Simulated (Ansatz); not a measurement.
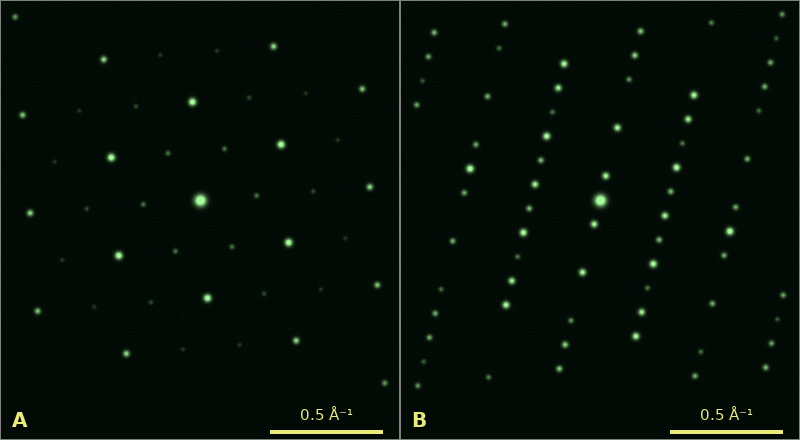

Kinematic electron diffraction patterns (120 kV, B = 0.5 Å², same scale, each along a low-index zone) of two structures of composition RbZn2, each relaxed at zero pressure with DFT PBE, scalar-relativistic, plane waves, PAW (Ansatz 0.2.0).

The structures (standard cells):
1. P6/mmm (No. 191), a = 4.520 Å, c = 5.522 Å (hexagonal axes), 3 atoms; generated start, possibly hypothetical
2. P4/nmm (No. 129), a = 4.705 Å, c = 8.961 Å, 6 atoms; generated start, possibly hypothetical

Which pattern belongs to which structure, and along which zone?

Answer. A is structure 1 along [001]: hexagonal net of 1 -1 0 at d = 3.91 Å and 1 0 0 at d = 3.91 Å, 60.0° apart (some points of this net are extinct or too weak to see). B is structure 2 along [110] or an equivalent direction: rectangular net of 0 0 1 at d = 8.96 Å and 1 -1 0 at d = 3.33 Å, 90.0° apart (some points of this net are extinct or too weak to see).

Rank the structures by their computed energy.

Answer. Structure 2 (P4/nmm, 33.06 Å³ an atom) is the lowest of these; structure 1 (P6/mmm, 32.57 Å³ an atom) lies about 55 meV an atom higher. These are static energies at 0 K; other structures, not shown, may lie lower still.
